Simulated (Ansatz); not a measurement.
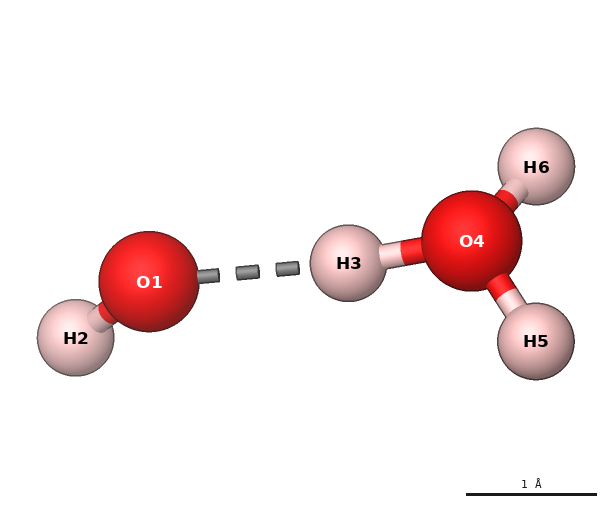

The picture comes from a calculation with Ansatz.

Broken lines mark hydrogen bonds. The species has charge +1 and is a spin doublet. Geometry: a fixed input geometry, not necessarily a minimum.

Tabulate the hydrogen bonds (donors O, N, F, S, Cl) with their geometry.

| D–H···A | D–H (Å) | H···A (Å) | angle (°) | kind |
| --- | --- | --- | --- | --- |
| O4–H3···O1 | 1.01 | 1.57 | 172 | intermolecular |
